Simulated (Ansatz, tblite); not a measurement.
# Al(NH2)3 (AlN₃H₆): spin states and exact exchange

Aim: set other spin states of Al(NH2)3 (AlN₃H₆) against its singlet, on many levels of theory.

Program: Ansatz 0.2.0, Gaussian basis. Level of theory: as each input shows. These are calculated values, not measurements.

The runs, in order: triplet, at the geometry of the singlet (GFN1-xTB, GFN2-xTB, PBE0-D4/def2-TZVP, PBE-D4/def2-TZVP, r2SCAN-D4/def2-TZVP); the singlet's energies come from earlier runs.

## 1. The geometry

The geometry is that of the singlet, from an earlier relaxation (r2SCAN-D4/def2-SVP).

10 atoms, charge 0, spin multiplicity 1.

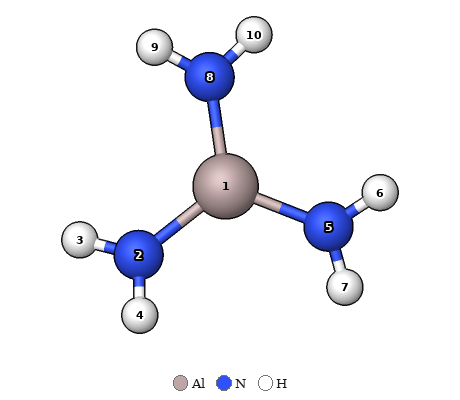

The geometry (aluminium light grey, nitrogen blue, hydrogen white); atoms are numbered from 1 in the order of the file.

## 2. Triplet at the fixed geometry, GFN1-xTB

Tight binding, by tblite at 300 K electronic temperature and without a spin-polarisation term:

```python
tblite.interface.Calculator('GFN1-xTB', numbers, positions, charge=0, uhf=2).singlepoint()
```

Energy -380.7268 eV; 0.009 s.

## 3. Triplet at the fixed geometry, GFN2-xTB

Tight binding, by tblite at 300 K electronic temperature and without a spin-polarisation term:

```python
tblite.interface.Calculator('GFN2-xTB', numbers, positions, charge=0, uhf=2).singlepoint()
```

Energy -347.3675 eV; 0.007 s.

## 4. Triplet at the fixed geometry, PBE0-D4/def2-TZVP

Input file in.yaml:

```yaml
crystal:
  periodic: [false, false, false]
  atoms:
    - {symbol: Al, position_ang: [0.000427, 0.001818, -0.000575]}
    - {symbol: N, position_ang: [1.779055, -0.009178, -0.009314]}
    - {symbol: H, position_ang: [2.359265, -0.811281, -0.230640]}
    - {symbol: H, position_ang: [2.373895, 0.782982, 0.208571]}
    - {symbol: N, position_ang: [-0.883433, 1.545349, 0.003773]}
    - {symbol: H, position_ang: [-1.867050, 1.657227, 0.224784]}
    - {symbol: H, position_ang: [-0.484890, 2.452617, -0.212821]}
    - {symbol: N, position_ang: [-0.895383, -1.534756, 0.004268]}
    - {symbol: H, position_ang: [-0.500955, -2.443427, 0.222386]}
    - {symbol: H, position_ang: [-1.880921, -1.641351, -0.210433]}
basis:
  gaussian: {orbitals: def2-TZVP}
magnetization: {spin_polarized: true, initial_magnetization: 2}
hamiltonian: {xc: pbe0, dispersion: d4}
scf: {omitted_lower_state_checks: [starts]}
output: {orbitals: {seedname: orbitals}}
```

Started as:

```sh
> ansatz run in.yaml --threads 4 --pin off --events-out ev --progress --plain --max-ram 3916MiB
```

Output:

```text
Functional definition: PBE0
  name "PBE0"
  cite "Adamo & Barone, J. Chem. Phys. 110, 6158 (1999) doi:10.1063/1.478522"
  cite "Perdew, Burke & Ernzerhof, Phys. Rev. Lett. 77, 3865 (1996) doi:10.1103/PhysRevLett.77.3865"
  parent pbe
  parameter a = 0.25
  parameter kappa = 0.804
  parameter beta = 0.06672455060314922
  exchange = (1 - a)*pbe_x(kappa = kappa, mu = beta*pi^2/3) + a*exact_x
  correlation = pbe_c(beta = beta)
these checks for a lower state are left out or cut short: starts
1008 factors; their error is unknown
mean field evaluation 1: about -11141.0402 eV, gradient 6.3e1 eV
mean field evaluation 2: about -11116.8750 eV, gradient 8.8e1 eV
mean field evaluation 4: about -11153.3037 eV, gradient 2.4e1 eV
mean field evaluation 8: about -11156.2972 eV, gradient 1.4e0 eV
mean field evaluation 16: about -11156.3386 eV, gradient 1.2e-1 eV
mean field evaluation 32: about -11156.3533 eV, gradient 4.0e-6 eV
mean field -11156.35334955 eV, -409.9884235479 hartree, gradient 4.0e-6 eV, S^2 2.006452; 0 other end points of the search recorded, 0 dependent functions left out
reference -11156.35338759 eV, -409.9884249462 hartree; 21, 19 occupied and 145, 147 virtual orbitals, 1008 factors
Total energy: -11156.48943553 eV, -409.9934246155 hartree
Checks for a lower state left out: starts
```

It took 11 s on 4 threads of Arm Neoverse N1, shared host; peak memory 0.57 GiB.

HOMO -2.02 eV, LUMO -5.49 eV (over both spins; with the spin held, an empty level of the minority spin lies below the top filled one); ⟨S²⟩ 2.006 (pure: 2.00).

## 5. Triplet at the fixed geometry, PBE-D4/def2-TZVP

start.molden holds the orbitals of an earlier run on this state, given as this run's starting guess.

Edit in.yaml of step 4 so:

```diff
@@ -14,5 +14,5 @@
 basis:
-  gaussian: {orbitals: def2-TZVP}
+  gaussian: {orbitals: def2-TZVP, initial_orbitals: start.molden}
 magnetization: {spin_polarized: true, initial_magnetization: 2}
-hamiltonian: {xc: pbe0, dispersion: d4}
+hamiltonian: {xc: pbe, dispersion: d4}
 scf: {omitted_lower_state_checks: [starts]}
```

The command is unchanged.

Output:

```text
Functional definition: PBE
  name "PBE"
  cite "Perdew, Burke & Ernzerhof, Phys. Rev. Lett. 77, 3865 (1996) doi:10.1103/PhysRevLett.77.3865"
  parent pbe
  parameter kappa = 0.804
  parameter beta = 0.06672455060314922
  exchange = pbe_x(kappa = kappa, mu = beta*pi^2/3)
  correlation = pbe_c(beta = beta)
these checks for a lower state are left out or cut short: starts
988 factors; their error is unknown
mean field evaluation 1: about -11155.7853 eV, gradient 7.0e0 eV
mean field evaluation 2: about -11156.0264 eV, gradient 8.3e-1 eV
mean field evaluation 4: about -11156.0454 eV, gradient 3.8e-1 eV
mean field evaluation 8: about -11156.0465 eV, gradient 9.7e-5 eV
mean field -11156.04650146 eV, -409.9771470888 hartree, gradient 2.6e-5 eV, S^2 2.001952; 0 other end points of the search recorded, 0 dependent functions left out
reference -11156.04655116 eV, -409.9771489150 hartree; 21, 19 occupied and 145, 147 virtual orbitals, 988 factors
Total energy: -11156.20718282 eV, -409.9830520197 hartree
Checks for a lower state left out: starts
```

Wall time 4 s (4 threads of Arm Neoverse N1, shared host).

Report: HOMO -1.43 eV, LUMO -6.04 eV (over both spins; with the spin held, an empty level of the minority spin lies below the top filled one); ⟨S²⟩ 2.002 (pure: 2.00).

## 6. Triplet at the fixed geometry, r2SCAN-D4/def2-TZVP

Edit in.yaml of step 5 so:

```diff
@@ -16,3 +16,3 @@
 magnetization: {spin_polarized: true, initial_magnetization: 2}
-hamiltonian: {xc: pbe, dispersion: d4}
+hamiltonian: {xc: r2scan, dispersion: d4}
 scf: {omitted_lower_state_checks: [starts]}
```

Launched as before.

Output:

```text
Functional definition: r2SCAN
  name "r2SCAN"
  cite "Furness, Kaplan, Ning, Perdew & Sun, J. Phys. Chem. Lett. 11, 8208 (2020) doi:10.1021/acs.jpclett.0c02405"
  cite "Furness, Kaplan, Ning, Perdew & Sun, J. Phys. Chem. Lett. 11, 9248 (2020) doi:10.1021/acs.jpclett.0c03077"
  parent r2scan
  parameter k0 = 0.174
  parameter k1 = 0.065
  parameter a1 = 4.9479
  exchange = r2scan_x(k0 = k0, k1 = k1, a1 = a1)
  correlation = r2scan_c
these checks for a lower state are left out or cut short: starts
988 factors; their error is unknown
mean field evaluation 1: about -11161.7461 eV, gradient 4.0e0 eV
mean field evaluation 2: about -11161.8160 eV, gradient 3.3e-1 eV
mean field evaluation 4: about -11161.8062 eV, gradient 3.0e-1 eV
mean field evaluation 8: about -11161.8067 eV, gradient 3.9e-4 eV
mean field -11161.80673202 eV, -410.1888316573 hartree, gradient 1.5e-5 eV, S^2 2.005206; 0 other end points of the search recorded, 0 dependent functions left out
reference -11161.80674967 eV, -410.1888323060 hartree; 21, 19 occupied and 145, 147 virtual orbitals, 988 factors
Total energy: -11161.84692085 eV, -410.1903085698 hartree
Checks for a lower state left out: starts
```

Wall time 10 s (4 threads of Arm Neoverse N1, shared host).

From the report: HOMO -1.46 eV, LUMO -6.06 eV (over both spins; with the spin held, an empty level of the minority spin lies below the top filled one); ⟨S²⟩ 2.005 (pure: 2.00).

## 7. Triplet less singlet, vertical

The singlet's energies are those of its earlier runs, whose logs aren't repeated here.

| level | triplet less singlet, vertical (kcal/mol) | time |
| --- | --- | --- |
| GFN1-xTB | +114.2 | 0.016 s |
| GFN2-xTB | +108.6 | 0.012 s |
| PBE-D4/def2-TZVP | +108.5 | 5.7 s |
| r2SCAN-D4/def2-TZVP | +117.4 | 13 s |
| PBE0-D4/def2-TZVP | +123.0 | 13 s |

Times add the two runs; a level without a time comes out of a correlated run. Tight binding without a spin term can't rank spin states.

## 8. Summary of results

| quantity | value |
| --- | --- |
| triplet less singlet, vertical, functionals in def2-TZVP | +108.5 (PBE-D4) to +123.0 kcal/mol (PBE0-D4) |

In words: All functionals put the triplet above the singlet, over a spread of 14.4 kcal/mol. The checks for a lower triplet were left out, so another state of that spin may lie lower. These are electronic energies, without zero-point motion, entropy or surroundings.
